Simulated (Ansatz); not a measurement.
**triplet CHFO: levels of theory compared**

Aim: a comparison of 4 runs (UHF/STO-3G, U-revPBE/def2-TZVPP, U-wB97M-V/def2-TZVPP, UCCSD(T)/def2-TZVPP) of triplet CHFO. 

The calculation is run with Ansatz 0.2.0.

63 further runs of the same task are left out: 63 set aside as unsound or not needed.

### 1 The molecule

CHFO: 4 atoms, total charge 0, spin state triplet. As SMILES of the parent species, `O=CF`. The coordinates come from a PBE0-D4/def2-TZVP relaxation. That shape belongs to the parent species and isn't relaxed for this state.

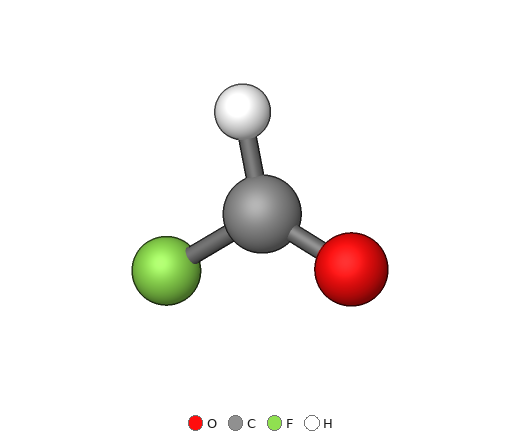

The structure, seen from a chosen angle (oxygen red, carbon grey, fluorine green, hydrogen white).

### 2 The energy at UHF/STO-3G (run 1)

Contents of input.yaml:

```yaml
crystal:
  periodic: [false, false, false]
  atoms:
    - {symbol: O, position_ang: [-0.889340, 0.201180, 0.827740]}
    - {symbol: C, position_ang: [-0.046400, 0.067520, 0.021620]}
    - {symbol: F, position_ang: [0.585200, -1.091810, -0.181820]}
    - {symbol: H, position_ang: [0.350540, 0.823120, -0.667550]}
basis:
  gaussian:
    orbitals: STO-3G
magnetization:
  spin_polarized: true
  initial_magnetization: 2
hamiltonian:
  xc: hf
accuracy: high
output: {orbitals: {seedname: orbitals}}
```

Started as:

```bash
ansatz run input.yaml --threads 1 --pin off --max-ram 3480MiB --events-out events.jsonl --progress --plain --runs-dir runs
```

What it wrote:

```text
Warning: RAYON_NUM_THREADS=1 ignored (pool sized by the plan → 1); use --threads N
Functional definition: HF
  name "HF"
  exchange = exact_x
  correlation = 0
273 factors; integrals over basis functions are off by at most 3.4e-8 eV
mean field evaluation 1: about -5704.0774 eV, gradient 1.4e1 eV
mean field evaluation 2: about -5704.2204 eV, gradient 1.4e1 eV
mean field evaluation 4: about -5706.0608 eV, gradient 1.9e0 eV
mean field evaluation 8: about -5706.1609 eV, gradient 1.9e-3 eV
mean field evaluation 16: about -5705.4017 eV, gradient 3.2e0 eV
mean field evaluation 32: about -5705.3976 eV, gradient 3.2e0 eV
mean field -5706.15875352 eV, -209.6974664184 hartree, gradient 1.3e-8 eV, S^2 2.004671; 0 other end points of the search recorded, 0 dependent functions left out
reference -5706.15875352 eV, -209.6974664184 hartree; 13, 11 occupied and 3, 5 virtual orbitals, 273 factors
Total energy: -5706.15875352 eV, -209.6974664184 hartree
```

Wall time 0.08 s (1 thread of Arm Neoverse V2, shared host).

### 3 The energy at U-revPBE/def2-TZVPP (run 2)

Contents of in.yaml:

```yaml
crystal:
  periodic: [false, false, false]
  atoms:
    - {symbol: O, position_ang: [-0.889340, 0.201180, 0.827740]}
    - {symbol: C, position_ang: [-0.046400, 0.067520, 0.021620]}
    - {symbol: F, position_ang: [0.585200, -1.091810, -0.181820]}
    - {symbol: H, position_ang: [0.350540, 0.823120, -0.667550]}
basis:
  gaussian:
    orbitals: def2-TZVPP
magnetization:
  spin_polarized: true
  initial_magnetization: 2
hamiltonian:
  xc: {name: revPBE}
accuracy: high
output:
  orbitals: {seedname: orbitals}
```

Started as:

```bash
ansatz run in.yaml --threads 1 --pin off --max-ram 3480MiB --events-out events.jsonl --progress --plain --runs-dir runs
```

What it wrote:

```text
Warning: RAYON_NUM_THREADS=1 ignored (pool sized by the plan → 1); use --threads N
Functional definition: revPBE
  name "revPBE"
  parameter kappa = 1.245
  parameter beta = 0.06672455060314922
  exchange = pbe_x(kappa = kappa, mu = beta*pi^2/3)
  correlation = pbe_c(beta = beta)
1762 factors; integrals over basis functions are off by at most 3.7e-9 eV
mean field evaluation 1: about -5809.5718 eV, gradient 2.7e1 eV
mean field evaluation 2: about -5806.5322 eV, gradient 3.8e1 eV
mean field evaluation 4: about -5812.3614 eV, gradient 3.8e0 eV
mean field evaluation 8: about -5812.4077 eV, gradient 1.2e-1 eV
mean field evaluation 16: about -5812.4077 eV, gradient 2.5e-5 eV
mean field evaluation 32: about -5811.2941 eV, gradient 1.2e0 eV
mean field -5812.40772961 eV, -213.6020442719 hartree, gradient 5.2e-8 eV, S^2 2.003899; 4 other end points of the search recorded, 0 dependent functions left out
reference -5812.40773273 eV, -213.6020443865 hartree; 13, 11 occupied and 94, 96 virtual orbitals, 1762 factors
Total energy: -5812.40773273 eV, -213.6020443865 hartree
```

Wall time 8.1 s (1 thread of Arm Neoverse V2, shared host); peak memory 0.26 GiB.

Run 3 isn't shown in full; the table further down has it.

### 4 The energy at UCCSD(T)/def2-TZVPP (run 4)

Contents of job.yaml:

```yaml
crystal:
  periodic: [false, false, false]
  atoms:
    - {symbol: O, position_ang: [-0.889340, 0.201180, 0.827740]}
    - {symbol: C, position_ang: [-0.046400, 0.067520, 0.021620]}
    - {symbol: F, position_ang: [0.585200, -1.091810, -0.181820]}
    - {symbol: H, position_ang: [0.350540, 0.823120, -0.667550]}
basis:
  gaussian: {orbitals: def2-TZVPP}
magnetization: {spin_polarized: true, initial_magnetization: 2}
correlation: {method: ccsd_t, frozen_orbitals: {C: 1, F: 1, H: 0, O: 1}}
accuracy: high
scf: {omitted_lower_state_checks: [cluster_reference, increment]}
```

Started as:

```bash
ansatz run job.yaml --threads 1 --pin off --max-ram 3480MiB --events-out events.jsonl --progress --plain --runs-dir runs
```

What it wrote:

```text
Warning: RAYON_NUM_THREADS=1 ignored (pool sized by the plan → 1); use --threads N
[... 12 lines left out ...]
3 core orbitals not correlated: weight in the atoms' cores, before any rotation towards them, 1.000 or more for the frozen orbitals, at most 0.000 for the correlated occupied ones
[... 29 lines left out ...]
Total energy: -5804.04214947 eV, -213.2946148719 hartree
Checks for a lower state left out: cluster_reference, increment
```

Wall time 36 s (1 thread of Arm Neoverse V2, shared host); peak memory 1.3 GiB.

### 5 Overview of the runs

```tsv
run	level	frozen core orbitals	energy (Eh)	HOMO energy (eV)	⟨S²⟩	wall time
1	UHF/STO-3G	–	-209.697466	-5.62	2.005	0.08 s
2	U-revPBE/def2-TZVPP	–	-213.602044	-2.46	2.004	8.1 s
3	U-wB97M-V/def2-TZVPP	–	-213.603467	-6.27	2.005	38 s
4	UCCSD(T)/def2-TZVPP	3	-213.294615	–	2.019	36 s
```

### 6 Outcome

| quantity | value |
| --- | --- |
| run 4: total energy | -213.29461 Eh |
| run 4: correlation energy (3 core orbitals frozen) | -612.8 mEh |
| run 4: (T) correction | -19.00 mEh |
| run 4: ⟨S²⟩ of the reference determinant | 2.019 |
| run 4: T1 diagnostic | 0.022 |

In words: Totals of different functionals can't be ranked against each other. In run 1 the basis is minimal, so the values are rough. All runs together took 82 s, the longest 38 s.
